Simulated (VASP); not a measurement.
# Mg(0001) over its thickness, part 2 of 7

How many layers does a slab of Mg(0001) need before surface energy, work function and relaxation settle?

VASP 6.6.1; PBE; plane waves and PAW (Mg).

So far. Step 3 (The bulk reference, job self-consistent run, k-mesh …): The run ends at a pressure of 0.03 GPa.

## 4. Relaxing the slab, layers 4

System of this step: Mg(0001). The cell holds 4 atoms: 4 Mg. Its edges and angles: a = 3.186 Å, b = 3.186 Å, c = 22.801 Å, α = 90.0°, β = 90.0°, γ = 60.0°. It derives from Mg. 4 layers of hcp Mg, cut at this functional's lattice. Vacuum lies along c.

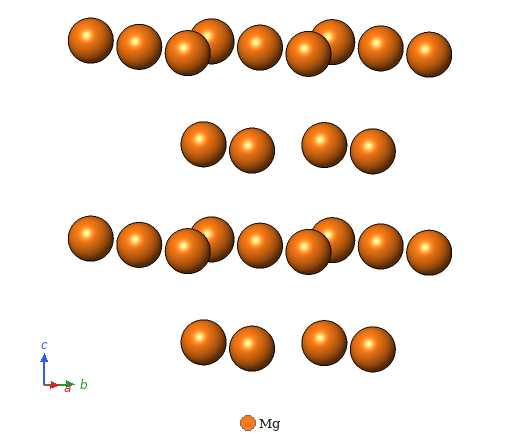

The cell of this step (magnesium orange). 2×2×1 cells are drawn. Some periodic images of atoms are drawn too.

All atoms relax at the fixed cell.

File INCAR:

```
SYSTEM = Mg
PREC = Normal
ENCUT = 320
EDIFF = 1E-06
NELM = 120
ISMEAR = 1
SIGMA = 0.15
LREAL = .FALSE.
ALGO = Fast
GGA = PE
NBANDS = 10
LORBIT = 11
LWAVE = .FALSE.
LCHARG = .FALSE.
KPAR = 4
IBRION = 2
NSW = 50
ISIF = 2
EDIFFG = -0.01
POTIM = 0.4
MAXMIX = 40
```

File POSCAR:

```
Mg
1.0
    3.1860766385      0.0000000000      0.0000000000
    1.5930383192      2.7592233073      0.0000000000
    0.0000000000      0.0000000000     22.8011407875
Mg
4
Direct
    0.6666666700      0.6666666700      0.3289309100
    0.0000000000      0.0000000000      0.4429769700
    0.6666666700      0.6666666700      0.5570230300
    0.0000000000      0.0000000000      0.6710690900
```

File KPOINTS:

```
Automatic mesh
0
Gamma
12 12 1
0 0 0
```

Potentials, in the order of the species: Mg (PBE family, release 64).

The run is started by

```sh
$ mpirun -np 4 vasp_std
```

The log of the run:

```text
[banner, memory and clock lines left out]
running    4 mpi-ranks, on    1 nodes
 distrk:  each k-point on    1 cores,    4 groups
 distr:  one band on    1 cores,    1 groups

 POSCAR found type information on POSCAR Mg
 POSCAR found :  1 types and       4 ions
 LDA part: xc-table for (Slater+PW92), standard interpolation
 POSCAR, INCAR and KPOINTS ok, starting setup
 FFT: planning ... GRIDC
 FFT: planning ... GRID_SOFT
 FFT: planning ... GRID
 WAVECAR not read
 entering main loop
       N       E                     dE             d eps       ncg     rms          rms(c)
DAV:   1     0.614385443174E+01    0.61439E+01   -0.18585E+03   380   0.355E+02
DAV:   2    -0.522064737421E+01   -0.11365E+02   -0.11095E+02   532   0.502E+01
DAV:   3    -0.556320054652E+01   -0.34255E+00   -0.33551E+00   478   0.846E+00
DAV:   4    -0.556959607703E+01   -0.63955E-02   -0.63942E-02   548   0.143E+00
DAV:   5    -0.556968008066E+01   -0.84004E-04   -0.84002E-04   500   0.148E-01    0.158E+00
RMM:   6    -0.542624220725E+01    0.14344E+00   -0.38565E-02   391   0.593E-01    0.928E-01
RMM:   7    -0.540776549498E+01    0.18477E-01   -0.15527E-02   397   0.467E-01    0.588E-01
RMM:   8    -0.540165717435E+01    0.61083E-02   -0.12546E-02   396   0.518E-01    0.105E-01
RMM:   9    -0.540126780785E+01    0.38937E-03   -0.11779E-03   397   0.215E-01    0.304E-02
RMM:  10    -0.540134713833E+01   -0.79330E-04   -0.37622E-04   396   0.119E-01    0.135E-02
RMM:  11    -0.540131104423E+01    0.36094E-04   -0.71906E-05   391   0.507E-02    0.566E-03
RMM:  12    -0.540133475488E+01   -0.23711E-04   -0.21764E-05   393   0.282E-02    0.437E-03
RMM:  13    -0.540133515558E+01   -0.40070E-06   -0.15096E-05   356   0.165E-02    0.195E-03
RMM:  14    -0.540134936980E+01   -0.14214E-04   -0.27384E-06   331   0.963E-03    0.734E-04
RMM:  15    -0.540135743189E+01   -0.80621E-05   -0.77884E-07   300   0.555E-03    0.927E-04
RMM:  16    -0.540136551356E+01   -0.80817E-05   -0.46438E-07   281   0.331E-03    0.177E-04
RMM:  17    -0.540136639051E+01   -0.87694E-06   -0.83217E-08   253   0.196E-03
   1 F= -.54013664E+01 E0= -.54025404E+01  d E =-.540137E+01
 curvature:   0.00 expect dE= 0.000E+00 dE for cont linesearch  0.000E+00
 trial: gam= 0.00000 g(F)=  0.807E-03 g(S)=  0.000E+00 ort = 0.000E+00 (trialstep = 0.100E+01)
 search vector abs. value=  0.807E-03
 bond charge predicted
       N       E                     dE             d eps       ncg     rms          rms(c)
DAV:   1    -0.540212902414E+01   -0.76351E-03   -0.20977E-03   470   0.226E-01    0.745E-03
RMM:   2    -0.540212580119E+01    0.32229E-05   -0.60854E-05   396   0.488E-02    0.249E-03
RMM:   3    -0.540212760207E+01   -0.18009E-05   -0.96000E-06   399   0.214E-02    0.107E-03
RMM:   4    -0.540212841067E+01   -0.80860E-06   -0.23262E-06   339   0.107E-02
   2 F= -.54021284E+01 E0= -.54034066E+01  d E =-.762020E-03
[...]
3 F= -.54038733E+01 E0= -.54054457E+01  d E =-.250690E-02
[...]
4 F= -.54050010E+01 E0= -.54070396E+01  d E =-.363463E-02
[...]
5 F= -.54059063E+01 E0= -.54080469E+01  d E =-.905294E-03
[...]
6 F= -.54076077E+01 E0= -.54098200E+01  d E =-.260669E-02
[...]
7 F= -.54067532E+01 E0= -.54082487E+01  d E =-.175213E-02
[...]
8 F= -.54079312E+01 E0= -.54099963E+01  d E =-.293016E-02
 curvature:  -4.51 expect dE=-0.131E-03 dE for cont linesearch -0.154E-07
 trial: gam=-0.10664 g(F)=  0.289E-04 g(S)=  0.000E+00 ort =-0.141E-05 (trialstep = 0.567E+01)
 search vector abs. value=  0.358E-04
 bond charge predicted
       N       E                     dE             d eps       ncg     rms          rms(c)
DAV:   1    -0.540802954182E+01   -0.99217E-04   -0.31855E-03   402   0.273E-01    0.104E-02
RMM:   2    -0.540802833695E+01    0.12049E-05   -0.98970E-05   401   0.618E-02    0.437E-03
RMM:   3    -0.540802994297E+01   -0.16060E-05   -0.14526E-05   416   0.261E-02    0.466E-03
RMM:   4    -0.540803026263E+01   -0.31966E-06   -0.20204E-06   314   0.105E-02
   9 F= -.54080303E+01 E0= -.54100905E+01  d E =-.990800E-04
 trial-energy change:   -0.000099  1 .order   -0.000097   -0.000165   -0.000029
 step:   6.8618(harm=  6.8618)  dis= 0.00471  next Energy=    -5.408031 (dE=-0.997E-04)
 reached required accuracy - stopping structural energy minimisation
```

Elapsed: 24 s, on 4 MPI ranks of AMD EPYC 7571, shared host; peak memory 0.56 GiB.

From OUTCAR (step 4):

```text
  LATTYP: Found a hexagonal cell.
 ALAT       =     3.1860766384
 C/A-ratio  =     7.1564947661

 Subroutine GETGRP returns: Found 12 space group operations
 (whereof  6 operations were pure point group operations)

The static configuration has the point symmetry C_3v.
 The point group associated with its full space group is D_3d.

 Found     19 irreducible k-points:

   k-points           NKPTS =     19   k-points in BZ     NKDIM =     19   number of bands    NBANDS=     10

   dimension x,y,z NGX =    14 NGY =   14 NGZ =  100
   dimension x,y,z NGXF=    28 NGYF=   28 NGZF=  200

   ENCUT  =  320.0 eV  23.52 Ry    4.85 a.u.   4.65  4.65 33.26*2*pi/ulx,y,z

   NELECT =       8.0000    total number of electrons

 E-fermi :  -0.7913

 k-point     1 :       0.0000    0.0000    0.0000
  band No.  band energies     occupation
      1      -7.3512      2.00000
      2      -6.5884      2.00000
      3      -5.3665      2.00000
      4      -3.6433      2.00000
      5      -1.8678      2.00000
      6       0.2857     -0.00000
      7       1.9252     -0.00000
      8       2.9796      0.00000
      9       3.1877      0.00000
     10       5.0151      0.00000

 k-point     2 :       0.0833    0.0000    0.0000
  band No.  band energies     occupation
      1      -7.2139      2.00000
      2      -6.4518      2.00000
      3      -5.2310      2.00000
      4      -3.5083      2.00000
      5      -1.7394      2.00000
      6       0.4152     -0.00000
      7       2.0568     -0.00000
      8       3.1124      0.00000
      9       3.3207      0.00000
     10       5.1423      0.00000

  Total       -1.2072591     -1.2072591     -0.0201653      0.0000000     -0.0000000     -0.0000000
  in kB       -9.6496473     -9.6496473     -0.1611818      0.0000000     -0.0000000     -0.0000000
  external PRESSURE =      -6.4868254 kB  Pullay stress =       0.0000000 kB

  energy-cutoff  :      320.00
  volume of cell :      200.45
      direct lattice vectors                 reciprocal lattice vectors
     3.186076638  0.000000000  0.000000000     0.313865645 -0.181210415  0.000000000
     1.593038319  2.759223307  0.000000000     0.000000000  0.362420830  0.000000000
     0.000000000  0.000000000 22.801140787     0.000000000  0.000000000  0.043857455

 POSITION                                       TOTAL-FORCE (eV/Angst)
 -----------------------------------------------------------------------------------
      3.18608      1.83948      7.41826         0.000000      0.000000      0.001813
      0.00000      0.00000     10.08625        -0.000000     -0.000000     -0.002743
      3.18608      1.83948     12.71490         0.000000      0.000000      0.002743
      0.00000      0.00000     15.38288        -0.000000     -0.000000     -0.001813
 -----------------------------------------------------------------------------------
    total drift:                                0.000032      0.000018      0.000016

  FREE ENERGIE OF THE ION-ELECTRON SYSTEM (eV)
  ---------------------------------------------------
  free  energy   TOTEN  =        -5.4080302626 eV

  energy  without entropy=       -5.4142110085  energy(sigma->0) =       -5.41009051

 total charge
# of ion       s       p       d       tot
------------------------------------------
    1        0.214   0.109   0.007   0.331
    2        0.211   0.124   0.011   0.346
    3        0.211   0.124   0.011   0.346
    4        0.214   0.109   0.007   0.331
--------------------------------------------------
tot          0.850   0.468   0.036   1.353

[... 1 part as in an earlier step ...]

[... 7 further parts left out ...]
```

The run keeps the 12 symmetry operations of its start, so it cannot find a distortion of lower symmetry.

The steps of the relaxation:

| step | energy less that of the first step (eV) | largest force (eV/Å) |
| --- | --- | --- |
| 1 | 0.0000 | 0.0925 |
| 2 | -0.0008 | 0.0850 |
| 3 | -0.0025 | 0.0635 |
| 4 | -0.0036 | 0.0680 |
| 5 | -0.0045 | 0.0584 |
| 6 | -0.0062 | 0.0328 |
| 7 | -0.0054 | 0.0299 |
| 8 | -0.0066 | 0.0167 |
| 9 | -0.0067 | 0.0027 |

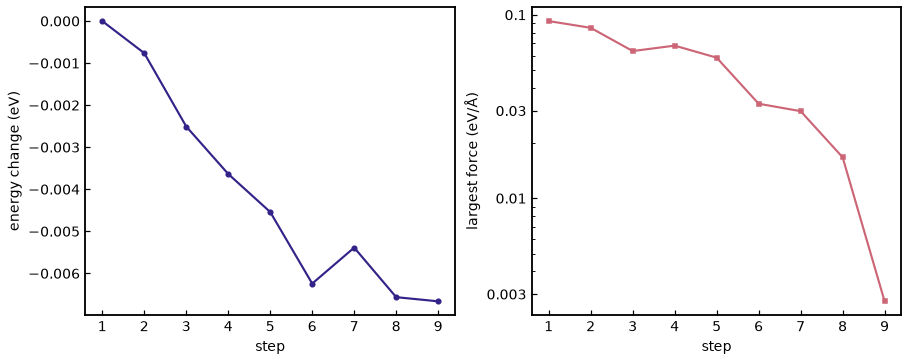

Energy and largest force along the relaxation.

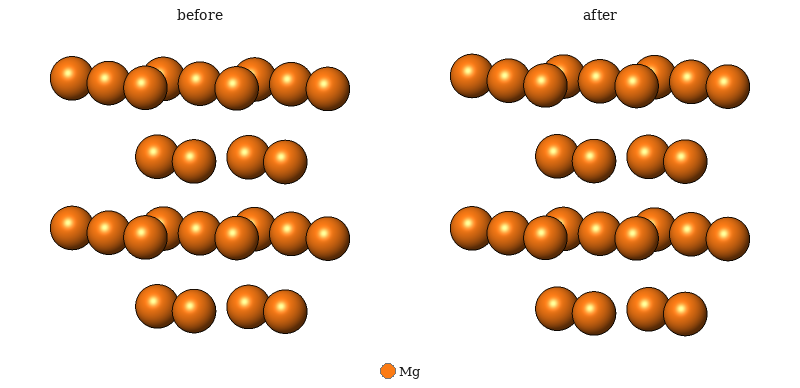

The structure before and after the relaxation, drawn at the same scale.

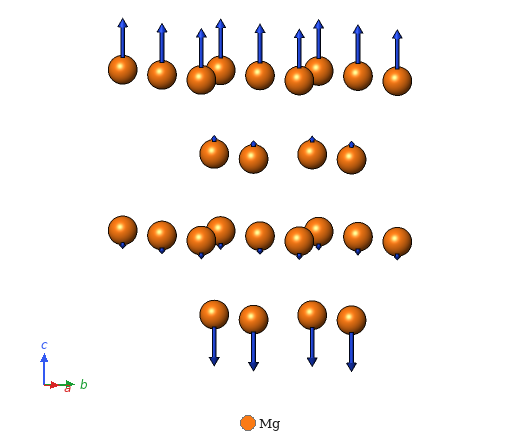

Displacements in the relaxation, exaggerated; the longest in the cell stands for 0.08 Å. 2×2×1 cells are drawn. Some periodic images of atoms are drawn too.

The atoms that moved most (Å):

| atom | dx | dy | dz | length |
| --- | --- | --- | --- | --- |
| Mg1 | 0.000 | 0.000 | -0.082 | 0.082 |
| Mg4 | 0.000 | 0.000 | 0.082 | 0.082 |
| Mg3 | 0.000 | 0.000 | 0.014 | 0.014 |
| Mg2 | 0.000 | 0.000 | -0.014 | 0.014 |

The relaxed structure:

```xyz
4
Lattice="3.1861 0.0000 0.0000 1.5930 2.7592 0.0000 0.0000 0.0000 22.8011" Properties=species:S:1:pos:R:3
Mg    3.1861    1.8395    7.4183
Mg    0.0000    0.0000   10.0862
Mg    3.1861    1.8395   12.7149
Mg    0.0000    0.0000   15.3829
```

Numbers from this step:

```
electronic cycles       : 57
electrons               : 8
free energy (TOTEN)     : -5.408 eV
energy at zero smearing : -5.410 eV
Fermi energy            : -0.7913 eV
```

The run ended after 9 ionic steps, 0.007 eV below its first step, once the forces on the free atoms met EDIFFG = -0.01.

## 5. The vacuum level, layers 4

A static run writes the electrostatic potential without exchange and correlation (LVHAR), which is flat in the vacuum and gives the level to count from. The dipole correction cancels the field that unlike faces would set up across the vacuum.

Changes to INCAR since step 4:

```diff
@@ -15,7 +15,6 @@
 KPAR = 4
-IBRION = 2
-NSW = 50
-ISIF = 2
-EDIFFG = -0.01
-POTIM = 0.4
-MAXMIX = 40
+IDIPOL = 3
+LDIPOL = .TRUE.
+DIPOL = 0.5 0.5 0.5
+LVHAR = .TRUE.
+LVACPOTAV = .TRUE.
```

File POSCAR:

```
Mg
1.0
    3.1860766385      0.0000000000      0.0000000000
    1.5930383192      2.7592233073      0.0000000000
    0.0000000000      0.0000000000     22.8011407875
Mg
4
Direct
    0.6666666700      0.6666666700      0.3253460491
    0.0000000000      0.0000000000      0.4423570666
    0.6666666700      0.6666666700      0.5576429334
    0.0000000000      0.0000000000      0.6746539509
```

KPOINTS is that of step 4.

The run is started by

```sh
$ mpirun -np 4 vasp_std
```

The log of the run:

```text
[... set-up lines as in an earlier step ...]
 entering main loop
       N       E                     dE             d eps       ncg     rms          rms(c)
DAV:   1     0.592948898414E+01    0.59295E+01   -0.18529E+03   380   0.355E+02
DAV:   2    -0.521519571612E+01   -0.11145E+02   -0.10895E+02   532   0.496E+01
DAV:   3    -0.555221024718E+01   -0.33701E+00   -0.31950E+00   474   0.832E+00
DAV:   4    -0.555854446195E+01   -0.63342E-02   -0.63339E-02   530   0.142E+00
DAV:   5    -0.555864936959E+01   -0.10491E-03   -0.10491E-03   502   0.169E-01    0.155E+00
RMM:   6    -0.543134696926E+01    0.12730E+00   -0.29597E-02   416   0.555E-01    0.930E-01
RMM:   7    -0.541483707838E+01    0.16510E-01   -0.14219E-02   429   0.453E-01    0.585E-01
RMM:   8    -0.540819339118E+01    0.66437E-02   -0.12131E-02   457   0.522E-01    0.943E-02
RMM:   9    -0.540791202969E+01    0.28136E-03   -0.11379E-03   459   0.212E-01    0.271E-02
RMM:  10    -0.540797627657E+01   -0.64247E-04   -0.37267E-04   486   0.119E-01    0.120E-02
RMM:  11    -0.540796411335E+01    0.12163E-04   -0.78742E-05   477   0.522E-02    0.543E-03
RMM:  12    -0.540799190026E+01   -0.27787E-04   -0.24519E-05   480   0.289E-02    0.299E-03
RMM:  13    -0.540798852578E+01    0.33745E-05   -0.15732E-05   452   0.190E-02    0.191E-03
RMM:  14    -0.540801323090E+01   -0.24705E-04   -0.39648E-06   446   0.114E-02    0.114E-03
RMM:  15    -0.540801706075E+01   -0.38299E-05   -0.86716E-07   385   0.627E-03    0.712E-04
RMM:  16    -0.540802833347E+01   -0.11273E-04   -0.63331E-07   357   0.371E-03    0.253E-04
RMM:  17    -0.540802913293E+01   -0.79946E-06   -0.11551E-07   275   0.228E-03
 -----------------------------------------------------------------------------
|                                                                             |
|           W    W    AA    RRRRR   N    N  II  N    N   GGGG   !!!           |
|           W    W   A  A   R    R  NN   N  II  NN   N  G    G  !!!           |
|           W    W  A    A  R    R  N N  N  II  N N  N  G       !!!           |
|           W WW W  AAAAAA  RRRRR   N  N N  II  N  N N  G  GGG   !            |
|           WW  WW  A    A  R   R   N   NN  II  N   NN  G    G                |
|           W    W  A    A  R    R  N    N  II  N    N   GGGG   !!!           |
|                                                                             |
|     Did not find any points to average over, which means that no vacuum     |
|     field-free region was found. Please increase the size of  your cell     |
|     in the dimension of the dipole correction to obtain accurate            |
|     workfunction values.                                                    |
|                                                                             |
 -----------------------------------------------------------------------------

   1 F= -.54080291E+01 E0= -.54100949E+01  d E =0.619729E-02
```

Elapsed: 7.6 s, on 4 MPI ranks; peak memory 0.48 GiB; 27 s of CPU time.

OUTCAR, selected parts (step 5):

```text
   NELECT =       8.0000    total number of electrons

 dipolmoment           0.000000      0.000000      0.000000 electrons x Angstroem

 E-fermi :  -0.7920

 k-point     1 :       0.0000    0.0000    0.0000
  band No.  band energies     occupation
      1      -7.3522      2.00000
      2      -6.5890      2.00000
      3      -5.3670      2.00000
      4      -3.6437      2.00000
      5      -1.8682      2.00000
      6       0.2855     -0.00000
      7       1.9239     -0.00000
      8       2.9821      0.00000
      9       3.1568      0.00000
     10       4.9889      0.00000

  Total       -1.2070079     -1.2070079     -0.0176156      0.0000000      0.0000000     -0.0000000
  in kB       -9.6476392     -9.6476392     -0.1408017      0.0000000      0.0000000     -0.0000000
  external PRESSURE =      -6.4786934 kB  Pullay stress =       0.0000000 kB

 POSITION                                       TOTAL-FORCE (eV/Angst)
 -----------------------------------------------------------------------------------
      3.18608      1.83948      7.41826         0.000000      0.000000      0.002090
      0.00000      0.00000     10.08625        -0.000000      0.000000     -0.002626
      3.18608      1.83948     12.71490         0.000000     -0.000000      0.002626
      0.00000      0.00000     15.38288        -0.000000     -0.000000     -0.002090
 -----------------------------------------------------------------------------------
    total drift:                                0.000032      0.000018      0.000016

  FREE ENERGIE OF THE ION-ELECTRON SYSTEM (eV)
  ---------------------------------------------------
  free  energy   TOTEN  =        -5.4080291329 eV

  energy  without entropy=       -5.4142264211  energy(sigma->0) =       -5.41009490

 vacuum level on the upper side and lower side of the slab         3.016         3.016

[... 9 parts as in an earlier step ...]

[... 8 further parts left out ...]
```

This step gave:

| Item | Value |
| --- | --- |
| electronic cycles | 17 |
| Fermi energy | -0.792 eV |
| dipole moment | 0, 0, 0 e·Å |
| vacuum levels | 3.016, 3.016 eV |
| work functions of the upper and lower face | 3.808, 3.808 eV |

The planar average of the electrostatic potential oscillates, so the rows of the table below give means over windows of 2.5 Å about each position, cut where the curve ends. Its maxima inside the range that stand out by 2 % of the span (Å: eV): 8.8: 1.14, 11.4: 1.06, 14.0: 1.14. Its minima: 7.4: -6.50, 10.0: -6.34, 12.8: -6.34, 15.4: -6.50.

Zero at the Fermi level. The planar average of the electrostatic potential by height; means over each step:

| height (Å) | planar average of the electrostatic potential (eV) |
| --- | --- |
| 0.0 | 3.81 |
| 2.5 | 3.81 |
| 5.0 | 3.32 |
| 7.5 | -2.79 |
| 10.0 | -2.70 |
| 12.5 | -2.69 |
| 15.0 | -2.72 |
| 17.5 | 2.91 |
| 20.0 | 3.81 |
| 22.5 | 3.81 |

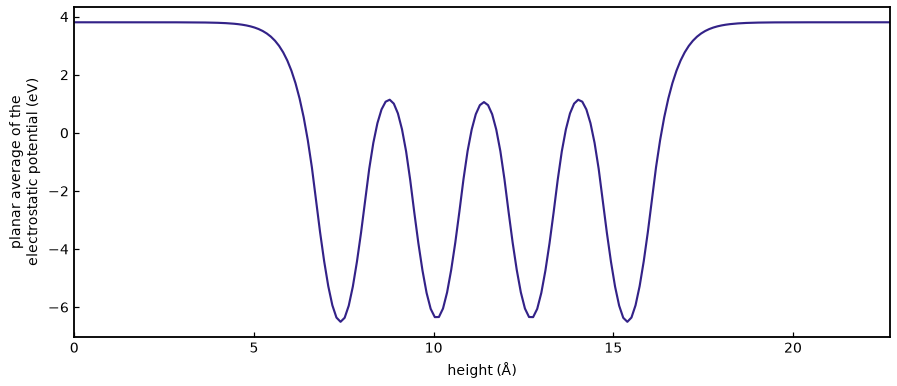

Planar average of the electrostatic potential against height.

The vacuum level lies 3.81 eV above the Fermi level at the upper face; both faces agree, as the slab has next to no dipole.

The program found no field-free point at its default tolerance, but its printed level agrees with the flat part of the planar average.

(Continued in part 3 of 7.)

[Lines on the potential files, build, host, timing and source positions are cut from VASP's logs without a mark.]

[Logs are printed without paths, hosts, clocks, repeated set-up lines and the standing remarks that a program may print on its own settings, such as how far it seeks lower states.]

[Hosts, paths, dates, database ids (printed as entryN), source tags and the programs' standing remarks are cut or masked in the printed files.]

[Runs that stopped without an error message from VASP are left out.]
